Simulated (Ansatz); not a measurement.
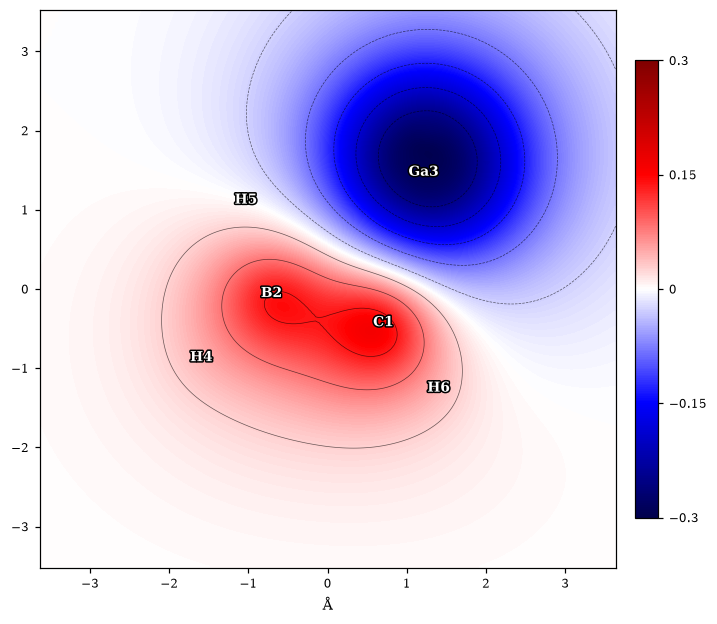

CH3BGa (SMILES [BH2-]1[CH][Ga+]1) (doublet). The LUMO (α) on a plane 0.8 Å above the molecular plane (values in Å⁻³ᐟ²; the overall sign is arbitrary).

Geometry: B3LYP/6-31G*.

The calculation used isolated molecule in a Gaussian basis; Kohn-Sham density functional theory, functional PBE0 (Ansatz).

```json
{"atom": "C", "x (Å)": "-1.9317", "y (Å)": "-1.0043", "z (Å)": "0.5525"}
{"atom": "B", "x (Å)": "-1.9224", "y (Å)": "0.4082", "z (Å)": "0.1905"}
{"atom": "Ga", "x (Å)": "-3.1914", "y (Å)": "-0.6343", "z (Å)": "2.0161"}
{"atom": "H", "x (Å)": "-1.2722", "y (Å)": "0.8455", "z (Å)": "-0.7209"}
{"atom": "H", "x (Å)": "-2.5964", "y (Å)": "1.2071", "z (Å)": "0.8245"}
{"atom": "H", "x (Å)": "-1.5375", "y (Å)": "-1.9813", "z (Å)": "0.3082"}
```

Q: Describe this orbital and give its energy.

A: It lies mainly on Ga3 (about 80 %), C1 (about 10 %) and B2 (about 5 %); it changes sign across the molecular plane (π type); π-bonding across C1–B2. Its energy is −1.33 eV.
